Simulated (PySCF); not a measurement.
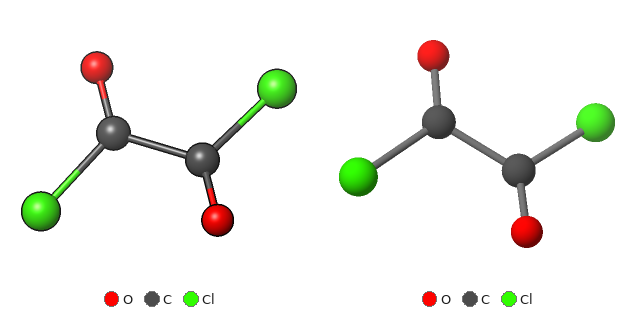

Both panels show the same species.

The geometry was computed by an optimisation with PBE0-D3(BJ)/def2-TZVP. No frequency run is at hand to confirm it as a minimum.

Identify the structure.

It has 6 atoms: 2 carbon, 2 chlorine and 2 oxygen (C₂Cl₂O₂). Its SMILES string is `O=C(Cl)C(=O)Cl`. It has no ring. Among its groups: C–Cl bond. Coordination: 2 C trigonal planar.

More results for the same structure follow; atom numbers are the same in all pictures, views and colours differ.

Geometry

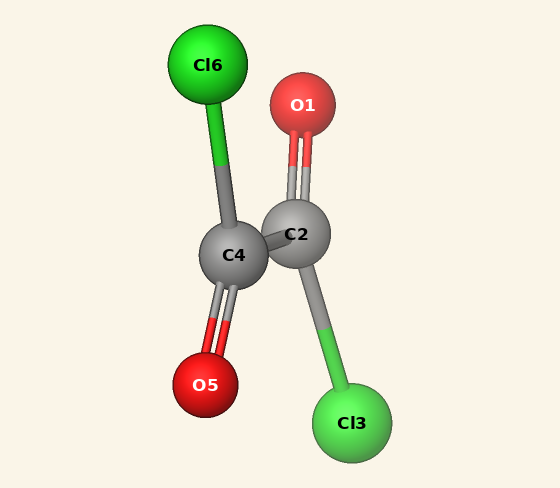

C2 lies behind C4. The molecule seen a little off the C4–C2 bond, C4 in front. Depth is shown by fading: the farther an atom, the more it takes the colour of the background. No frequency run is at hand to confirm it as a minimum.

Question: What is the torsion angle Cl6–C4–C2–Cl3? The sign is positive where the front bond must turn clockwise to cover the back bond.

Answer: 171°, antiperiplanar (anti).

Levels of theory compared

No frequency run is at hand to confirm it as a minimum. Program: PySCF 2.14.0.

Compare dipole (D), HOMO energy (eV), HOMO–LUMO gap (eV) at these levels: B97-2/pcSseg-2; KT3/pcSseg-2; PBE0/pcSseg-2; WP04/pcSseg-2 in chloroform (IEF-PCM); ωB97X-D/pcSseg-2; ωB97X-D/pcSseg-2 in chloroform (IEF-PCM).

```csv
level,dipole (D),HOMO energy (eV),HOMO–LUMO gap (eV)
B97-2/pcSseg-2,0.17,−8.70,5.12
KT3/pcSseg-2,0.16,−7.60,3.17
PBE0/pcSseg-2,0.17,−8.97,5.46
WP04/pcSseg-2 in chloroform (IEF-PCM),0.23,−10.09,4.42
ωB97X-D/pcSseg-2,0.17,−10.82,9.15
ωB97X-D/pcSseg-2 in chloroform (IEF-PCM),0.21,−10.73,9.21
```

NMR shielding

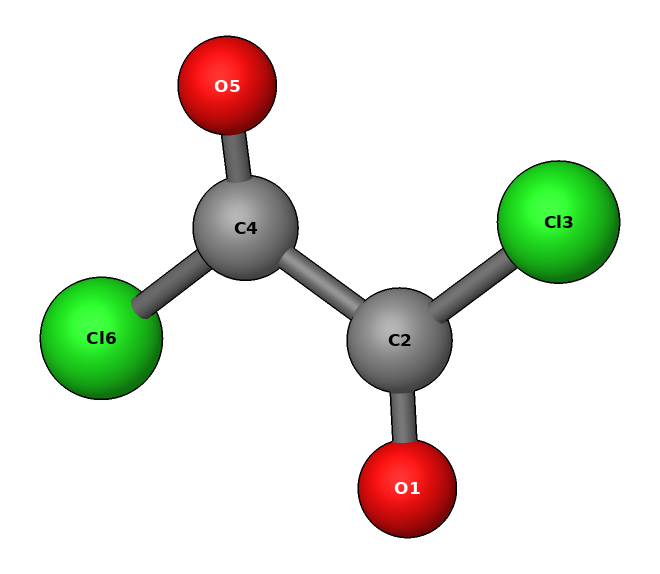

No frequency run is at hand to confirm it as a minimum. Properties computed with GIAO B97-2/pcSseg-2 NMR shielding, non-relativistic, gas phase (PySCF 2.14.0). Principal shieldings σ11 ≤ σ22 ≤ σ33, span Ω = σ33 − σ11, skew κ = 3(σiso − σ22)/Ω.

Give the shielding tensors of the O atoms.

```tsv
atom	σ11	σ22	σ33	σiso	Ω	κ
O1, O5	−650.2	−408.5	271.1	−262.5	921.3	0.48
```

Shieldings and span in ppm.

Charges

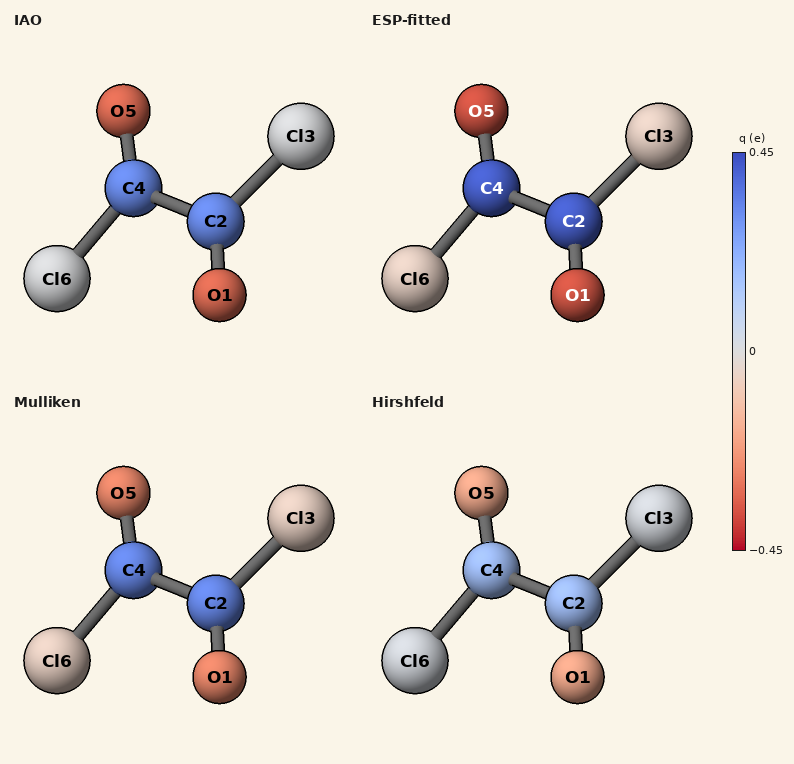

Atomic charges of one calculation by 4 schemes, on one colour scale. No frequency run is at hand to confirm it as a minimum. Level of theory: PBE0/pcSseg-2 (PySCF 2.14.0).

Question: Which scheme gives the most polar picture (largest mean size of the charges)?

Answer: The ESP-fitted charges are the largest in size here, and the Hirshfeld charges the smallest.

List the charges (e), one line for each set of equivalent atoms.

| atom | IAO | ESP-fitted | Mulliken | Hirshfeld |
| --- | --- | --- | --- | --- |
| O1, O5 | −0.31 | −0.35 | −0.25 | −0.18 |
| C2, C4 | 0.30 | 0.40 | 0.31 | 0.16 |
| Cl3, Cl6 | 0.00 | −0.05 | −0.06 | 0.02 |

Mulliken values depend strongly on the basis set and can even reverse the polarity of a bond.
